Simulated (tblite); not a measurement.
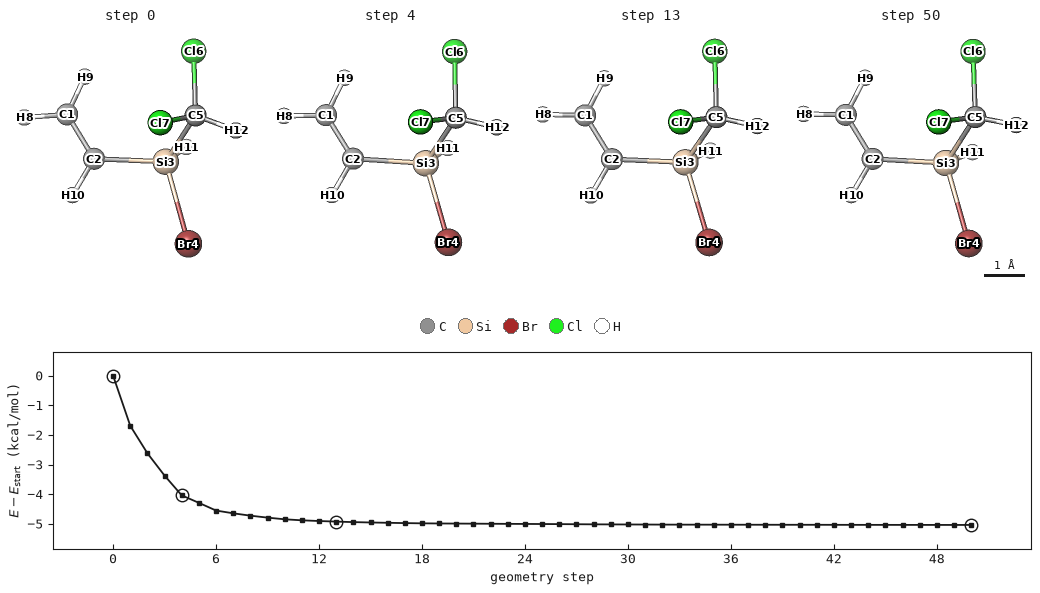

Frames of a relaxation of C3H5BrCl2Si, marked on the history of the run. A ball-and-stick model, seen at a tilt.

Theory: tblite, GFN2-xTB geometry optimisation, gas phase. 

Q: What happens along the run?

A: The energy falls by 5.04 kcal/mol in 50 geometry steps. The atom that moves furthest after the best rigid fit is H11 (0.20 Å). Largest moves by element: H 0.20 Å, Br 0.09 Å, Si 0.09 Å, C 0.05 Å, Cl 0.04 Å. Among the contacts that change: Si3–C5 1.878 → 1.924 Å, C2–Si3 1.830 → 1.874 Å, Si3–Br4 2.252 → 2.214 Å, C5–Cl6 1.749 → 1.779 Å. Bond angles that change, for instance: Si3–C5–H12 105.9° → 114.7°, C2–Si3–H11 109.0° → 117.7°, Cl6–C5–H12 114.1° → 106.6°. From step 0 to 4: H12 moves most (0.09 Å), energy −4.04 kcal/mol. From step 4 to 13: H11 moves most (0.10 Å), energy −0.88 kcal/mol. From step 13 to 50: H atoms move most (0.07 Å), energy −0.11 kcal/mol.

```
step  E − E(0), kcal/mol
   0                0.00
   1               -1.69
   2               -2.62
   3               -3.37
   4               -4.04
   5               -4.29
   6               -4.55
   7               -4.65
   8               -4.72
   9               -4.79
  10               -4.85
  12               -4.91
  14               -4.94
  16               -4.97
  18               -4.98
  21               -4.99
  23               -5.00
  25               -5.01
  27               -5.01
  29               -5.02
  31               -5.02
  33               -5.03
  35               -5.03
  37               -5.03
  39               -5.03
  42               -5.03
  44               -5.04
  46               -5.04
  48               -5.04
  50               -5.04
```
